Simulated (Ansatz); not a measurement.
Bond stretch in BH, singlet.

Computed with: RMP2 = MP2 on RHF/aug-cc-pVTZ, frozen core in Ansatz (a quantum-chemistry and plane-wave program); UCCSD = CCSD on UHF/aug-cc-pVTZ, frozen core (Ansatz); UCCSDT = Ansatz with CCSDT on UHF/aug-cc-pVTZ, frozen core; FCI = Ansatz with full CI/aug-cc-pVTZ, frozen core.

Energies are in mEh, each relative to the lowest point of its own curve near equilibrium.

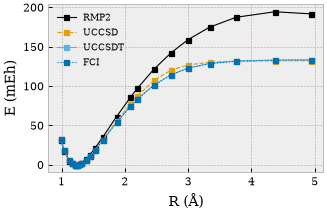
Figure. Energy against bond length for each method.

```json
[
 {"R / Å": "0.99", "RMP2": "31.8", "UCCSD": "32.7", "UCCSDT": "32.8", "FCI": "32.8"},
 {"R / Å": "1.04", "RMP2": "17.9", "UCCSD": "18.7", "UCCSDT": "18.9", "FCI": "18.9"},
 {"R / Å": "1.12", "RMP2": "5.0", "UCCSD": "5.6", "UCCSDT": "5.7", "FCI": "5.7"},
 {"R / Å": "1.16", "RMP2": "1.8", "UCCSD": "2.2", "UCCSDT": "2.2", "FCI": "2.2"},
 {"R / Å": "1.22", "RMP2": "0.0", "UCCSD": "0.1", "UCCSDT": "0.1", "FCI": "0.1"},
 {"R / Å": "1.24", "RMP2": "0.0", "UCCSD": "0.0", "UCCSDT": "0.0", "FCI": "0.0"},
 {"R / Å": "1.28", "RMP2": "0.9", "UCCSD": "0.7", "UCCSDT": "0.6", "FCI": "0.6"},
 {"R / Å": "1.31", "RMP2": "2.2", "UCCSD": "1.7", "UCCSDT": "1.7", "FCI": "1.7"},
 {"R / Å": "1.39", "RMP2": "7.5", "UCCSD": "6.5", "UCCSDT": "6.3", "FCI": "6.3"},
 {"R / Å": "1.45", "RMP2": "12.9", "UCCSD": "11.3", "UCCSDT": "11.1", "FCI": "11.1"},
 {"R / Å": "1.53", "RMP2": "21.1", "UCCSD": "18.9", "UCCSDT": "18.5", "FCI": "18.5"},
 {"R / Å": "1.65", "RMP2": "34.9", "UCCSD": "31.4", "UCCSDT": "30.8", "FCI": "30.8"},
 {"R / Å": "1.87", "RMP2": "61.1", "UCCSD": "55.0", "UCCSDT": "53.7", "FCI": "53.7"},
 {"R / Å": "2.09", "RMP2": "85.8", "UCCSD": "77.6", "UCCSDT": "74.3", "FCI": "74.3"},
 {"R / Å": "2.20", "RMP2": "97.2", "UCCSD": "87.6", "UCCSDT": "83.4", "FCI": "83.3"},
 {"R / Å": "2.46", "RMP2": "121.3", "UCCSD": "107.1", "UCCSDT": "101.2", "FCI": "101.0"},
 {"R / Å": "2.73", "RMP2": "142.1", "UCCSD": "120.1", "UCCSDT": "114.4", "FCI": "114.1"},
 {"R / Å": "3.00", "RMP2": "158.9", "UCCSD": "126.8", "UCCSDT": "122.9", "FCI": "122.5"},
 {"R / Å": "3.34", "RMP2": "174.8", "UCCSD": "130.2", "UCCSDT": "128.8", "FCI": "128.3"},
 {"R / Å": "3.76", "RMP2": "187.3", "UCCSD": "131.5", "UCCSDT": "131.8", "FCI": "131.4"},
 {"R / Å": "4.37", "RMP2": "194.3", "UCCSD": "132.0", "UCCSDT": "132.9", "FCI": "132.9"},
 {"R / Å": "4.94", "RMP2": "191.7", "UCCSD": "132.2", "UCCSDT": "133.1", "FCI": "133.2"}
]
```

At the longest distance, 4.94 Å, RMP2 lies highest above its minimum (191.7 mEh) and UCCSD lowest (132.2 mEh).

The restricted form behind RMP2 keeps the bonding electrons paired and can't separate into open-shell fragments. The T1 diagnostic of CCSD on the restricted reference of RMP2 exceeds 0.045 at 2.46 to 4.94 Å. The unrestricted determinant behind UCCSD, UCCSDT is spin-contaminated at 0.99 to 4.94 Å (<S²> up to 1.0, against 0.00 for a pure singlet).
